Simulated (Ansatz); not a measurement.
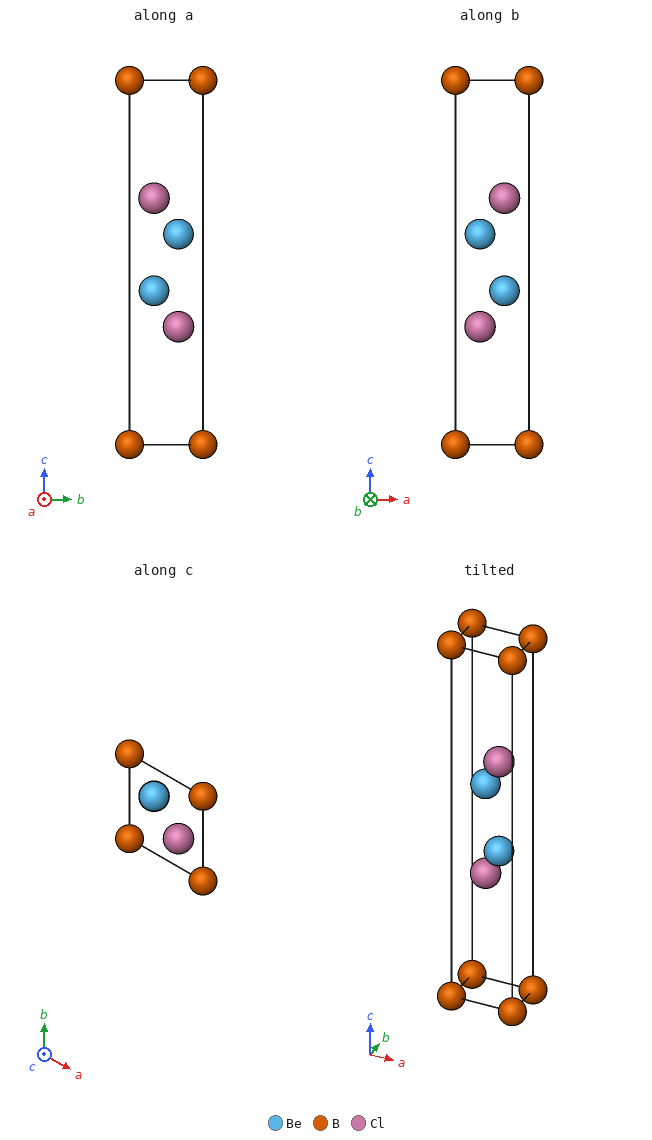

The image is a spheres-only drawing of a crystal, viewed along the a axis, along the b axis, along the c axis and slightly off an axis. The frame is the conventional unit cell; atoms at its boundary are shown with their periodic copies.

Lattice parameters: a = 2.998 Å, b = 2.998 Å, c = 12.873 Å, α = 90.00°, β = 90.00°, γ = 120.00°. Put a along x and b in the xy plane.

Question: Convert the drawing into a POSCAR file, with free fractional coordinates to two decimals.

Answer:
```
Be B Cl
1.0
     2.998    0.000    0.000
    -1.499    2.596    0.000
     0.000    0.000   12.873
Be B Cl
2 1 2
Direct
  0.6667 0.3333 0.42
  0.3333 0.6667 0.58
  0.00 0.00 0.00
  0.3333 0.6667 0.32
  0.6667 0.3333 0.68
```

It goes back to a structure type filled with these elements by a generator (whether the compound takes this form wasn't checked). Earlier steps of the study may have refined or changed the cell and positions. A calculation with Ansatz used it as input.
